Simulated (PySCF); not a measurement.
## Electronic structure of C₃H₄BrClSi (SMILES Cl[C@H]1[SiH2]C=C1Br) in real space

Input file:

```
{"job": {"kind": "uv", "xc": "wB97X-D", "basis": "def2-SVPD", "nstates": 8, "ntriplets": 3}, "charge": 0, "multiplicity": 1}
Cl     0.145024     2.454805    -0.214677
C      0.113260     0.836711     0.549585
Si    -1.319851    -0.357283    -0.019341
C      0.309308    -1.119059    -0.599046
C      1.050588    -0.121836    -0.106375
Br     2.923083     0.103706    -0.168449
H      0.312541     0.998362     1.607718
H     -2.009027    -1.028353     1.076015
H     -2.179016     0.232452    -1.033588
H      0.662973    -1.994851    -1.114370
```

Command:

```sh
OMP_NUM_THREADS=1 python probes_run.py task.json out
```

Geometry: GFN2-xTB.

The calculation used PySCF 2.14.0, wB97X-D/def2-SVPD, SCF density, gas phase.

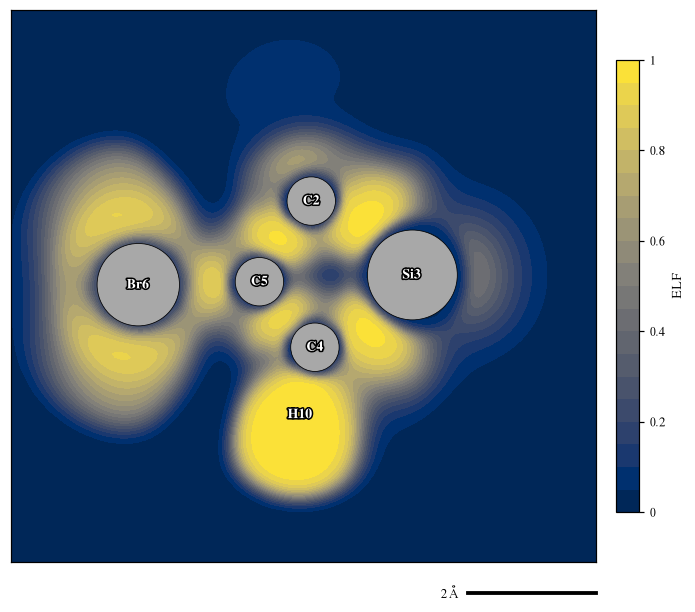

Figure 1. Electron localisation function on the plane of atoms C2, C5 and Br6. Grey discs cover the atomic cores.

Q: Interpret the plot.

A: The plane passes through C, Si, Br and H nuclei. C–C (1.34 Å): the ELF peaks at about 0.90 between the atoms; a multiple bond. C–Br (1.89 Å): the ELF peaks at about 0.90 between the atoms: a shared electron pair. C–Si (1.89 Å): the ELF peaks at about 0.95 between the atoms (a covalent bond). C–H (1.08 Å): the ELF climbs to about 1 towards the hydrogen, as it does in any bond to H; a covalent bond by its length. C–C (1.49 Å): the ELF peaks at about 0.95 between the atoms (localised, covalent bonding). The ELF also peaks beside Br6, away from the bonds: lone-pair regions.

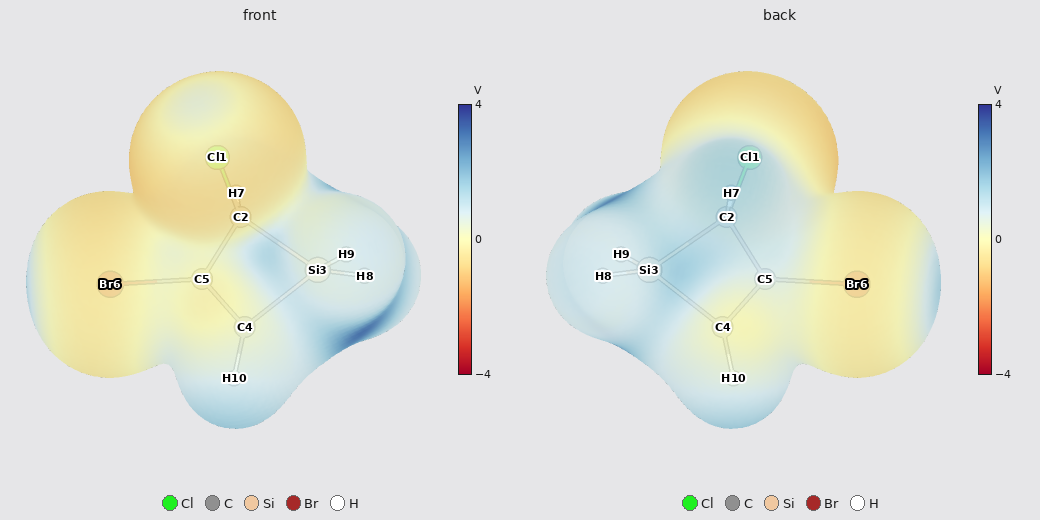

Figure 2. The electrostatic potential painted on the density surface at 0.004 e/bohr³, seen from the front and from behind; red is negative and blue positive.

Q: Where is the surface potential most negative and most positive?

A: The most negative region (about −0.9 V) lies over Cl1, the most positive (about +3.0 V) over Si3. Cl1 shows a σ-hole: about +0.5 V at the tip opposite its bond, against about −0.7 V on its flanks. Br6 shows a σ-hole: about +1.4 V at the tip opposite its bond, against about −0.4 V on its flanks.

Q: What dipole moment does the calculation give?

A: Its dipole moment is 2.87 D.
